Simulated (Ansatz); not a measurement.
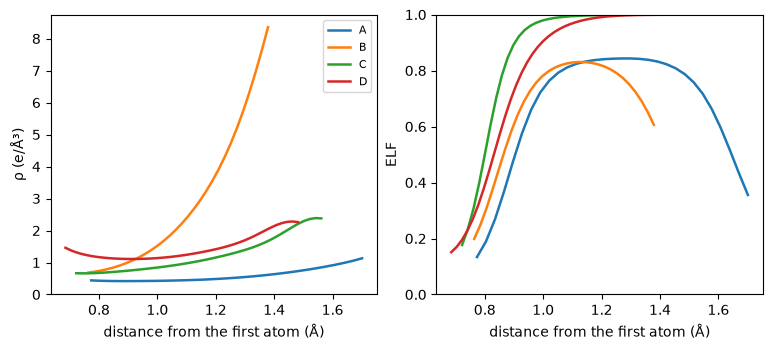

*FH$_{2}$SeSi (SMILES F[SiH-][SeH]) (charge −1). Total electron density and ELF along straight lines between neighbouring atoms. The curves leave out the atomic cores.*

Computed with RKS B3LYP/def2-SVP in Ansatz 0.2.0.

```
atom    x (Å)    y (Å)    z (Å)
   F  -0.7045  -0.9925   1.4994
  Si  -0.9999  -0.1211   0.0732
  Se   1.2859   0.5305  -0.6143
   H  -0.8514  -1.3077  -0.9307
   H   1.2699   1.8908  -0.0275
```

Which curve belongs to which contact (Se–H, Si–F, Si–H and Si–Se)? The first atom named is at distance zero.

Answer. Curve A: Si–Se (2.47 Å): the density is about 0.5 e/Å³ at the midpoint, with its minimum of 0.42 e/Å³ about 0.9 Å from Si; the ELF peaks at about 0.85 between the atoms: a shared electron pair. Curve B: Si–F (1.70 Å): the density is about 0.84 e/Å³ at the midpoint; the ELF peaks at about 0.85 in the valence shell of F, 0.6 Å from its nucleus, and is about 0.45 at the midpoint. Curve C: Si–H (1.56 Å): the density is about 0.67 e/Å³ at the midpoint; the ELF climbs to about 1 towards the hydrogen, as it does in any bond to H. Curve D: Se–H (1.48 Å): ρ at the midpoint is about 1.3 e/Å³; the ELF climbs to about 1 towards the hydrogen.
